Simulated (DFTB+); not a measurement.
**C$_{3}$H$_{10}$InN: energy and gradient calculation**

C$_{3}$H$_{10}$InN, computed with GFN1-xTB, R-SCC, dispersion built in (DFTB+ 25.1).

The geometry: force field.

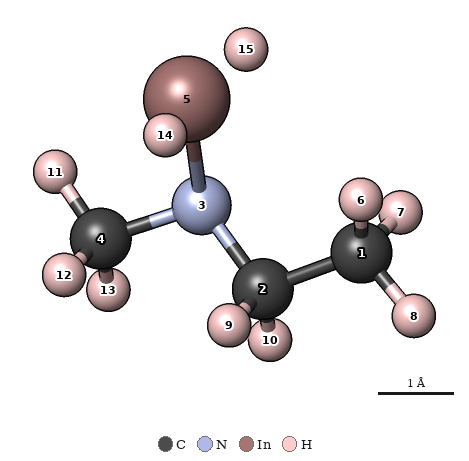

Figure 1. The structure (ball-and-stick view, seen at a tilt; atoms are numbered from 1 in the order of the input). Sticks mark near contacts.

### Input file (dftb_in.hsd)
```
Geometry = xyzFormat {
  <<< "geo.xyz"
}

Hamiltonian = xTB {
  Method = "GFN1-xTB"
  SCCTolerance = 0.01
}

Analysis = {
  PrintForces = Yes
}

Options = {
  WriteResultsTag = Yes
}

InputVersion = 25.1
```

### File geo.xyz
```
15

C     -0.077300     1.508100    -1.070500
C     -0.168800     0.035500    -0.945900
N     -0.413800    -0.318400     0.443200
C     -0.340400    -1.762000     0.607200
In     1.323900     0.507400     1.707500
H      0.703000     1.986000    -0.473000
H     -1.060700     1.994300    -0.737400
H      0.076300     1.845600    -2.152200
H      0.805900    -0.361600    -1.262000
H     -0.990400    -0.355900    -1.551200
H     -0.590400    -2.017100     1.701000
H      0.572000    -2.212700     0.312900
H     -1.296900    -2.182200     0.003200
H      2.043800     0.204100     1.343100
H     -0.608000     1.077900     2.103500
```

Launched with:
```bash
dftb+ > dftb.out
```

### What the program printed
```
|  DFTB+ development version (commit: a23bfb2)

Reading input file 'dftb_in.hsd'
Parser version: 14

--------------------------------------------------------------------------------

Processed input in HSD format written to 'dftb_pin.hsd'

Starting initialization...
--------------------------------------------------------------------------------
OpenMP threads:              1
Chosen random seed:          197293291
Current stacksize:           unlimited
Mode:                        Static calculation
Self consistent charges:     Yes
SCC-tolerance:                 0.100000E-01
Max. scc iterations:                    100
Shell resolved Hubbard:      Yes
Spin polarisation:           No
Nr. of up electrons:            15.000000
Nr. of down electrons:          15.000000
Periodic boundaries:         No
Electronic solver:           Relatively robust
Mixer:                       Broyden mixer
Mixing parameter:                  0.200000
Nr. of chrg. vec. in memory:            100
Max. SCC-cycles:                        100
tblite library version:      0.3.0
-> parametrization:          GFN1-xTB
-> repulsion:                Yes
-> dispersion:               Yes
-> halogen bonding:          Yes
-> electrostatics:           Yes
   -> isotropic:             Yes
   -> anisotropic:           No
   -> third-order:           Yes
Electronic temperature:              0.950045E-03 H      0.258520E-01 eV
Initial charges:             Set automatically (system chrg:   0.000E+00)
Included shells:             C:  s, p
                             N:  s, p
                            In:  s, p, d
                             H:  s, s2
Extra options:
                             Mulliken analysis
                             Force calculation
Force type                   original

--------------------------------------------------------------------------------

***  Geometry step: 0

 iSCC Total electronic   Diff electronic      SCC error
    1   -0.16277737E+02    0.00000000E+00    0.16890662E+01
    2   -0.16395541E+02   -0.16277737E+02    0.11039786E+01
    3   -0.16391325E+02   -0.11780362E+00    0.43801859E+00
    4   -0.16448727E+02    0.42154842E-02    0.38361148E+00
    5   -0.16461068E+02   -0.57401818E-01    0.60457222E-01
    6   -0.16461935E+02   -0.12341095E-01    0.23731638E-01
    7   -0.16462020E+02   -0.86624806E-03    0.11933486E-01
    8   -0.16462036E+02   -0.85213196E-04    0.10985498E-02

Total Energy:                      -14.4270277084 H         -392.5794 eV
Extrapolated to 0K:                -14.4270277084 H         -392.5794 eV
Total Mermin free energy:          -14.4270277084 H         -392.5794 eV
Force related energy:              -14.4270277084 H         -392.5794 eV

--------------------------------------------------------------------------------
--------------------------------------------------------------------------------
SCC                                    +       0.01 ( 51.0%)       0.01 ( 56.5%)
--------------------------------------------------------------------------------
Missing                                +       0.01 ( 49.0%)       0.01 ( 43.5%)
Total                                  =       0.02 (100.0%)       0.02 (100.0%)
--------------------------------------------------------------------------------
```

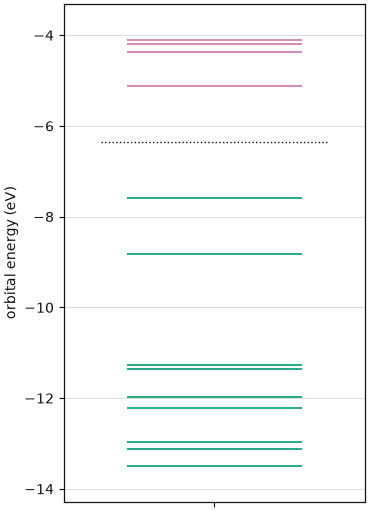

Figure 2. Orbital energies near the frontier; the dotted line parts filled from empty levels, and levels within 0.02 eV of each other stand side by side. Highest filled −7.60 eV, lowest empty −5.11 eV, 2.49 eV apart.

### Results in brief

```json
{"quantity": "outcome", "value": "converged"}
{"quantity": "Mermin free energy", "value": "−14.427028 hartree"}
{"quantity": "basis functions", "value": "45"}
{"quantity": "largest force", "value": "326.427 eV/Å"}
{"quantity": "HOMO", "value": "−7.60 eV"}
{"quantity": "LUMO", "value": "−5.11 eV"}
{"quantity": "dipole moment", "value": "9.07 D"}
{"quantity": "hardware", "value": "1 thread of AMD EPYC (Zen 3), 24 GiB of memory available, shared host"}
{"quantity": "peak memory", "value": "0.072 GiB"}
```

Settings chosen away from the usual ones: scf_conv. These settings are looser than, or depart from, a standard set-up, so the numbers are not reference values for this system. Further notes kept with the run: overlapping atoms at the start.
